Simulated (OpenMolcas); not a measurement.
**Exact exchange and the HOMO–LUMO gap of C2H7NSi**

C2H7NSi: 11 atoms, total charge 0, spin state singlet. As SMILES, `C=NC[SiH3]`. Geometry: relaxed at PBE0-D4/def2-TZVP. This is one conformer, not always the lowest.

The HOMO–LUMO gap y, in eV, basis cc-pVDZ; a is the functional's share of exact exchange. Programs: OpenMolcas 26.06.

| functional | program | a | y (eV) |
| --- | --- | --- | --- |
| r2SCAN | OpenMolcas | 0 | 4.99 |
| revPBE | OpenMolcas | 0 | 4.52 |
| B3LYP | OpenMolcas | 0.2 | 6.63 |
| PBE0 | OpenMolcas | 0.25 | ? |
| BHLYP | OpenMolcas | 0.5 | 9.83 |

Problem. Fit y = c + s·a to the known rows and predict PBE0.

Solution. 
1. Means of the 4 rows: a = 0.1750, y = 6.492.
2. Σ(Δa)² = 0.1675, Σ(Δa·Δy) = 1.6963, so the slope is 1.6963/0.1675 = 10.127.
3. Intercept: 6.492 − (10.127) × 0.1750 = 4.720. The largest residual of the fit is 0.27.
4. PBE0: 4.720 + (10.127) × 0.25 = 7.25 eV.

The run gave 7.11 eV, so the prediction is off by +0.14 eV, within the largest residual. Exact exchange lowers occupied levels and raises empty ones. The rows mix families of semi-local functionals, which the line can't see.

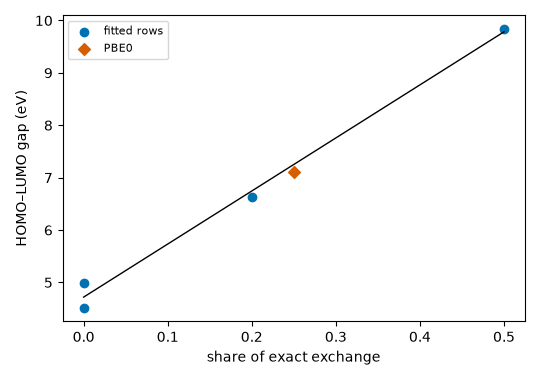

The fitted line, with the withheld row.
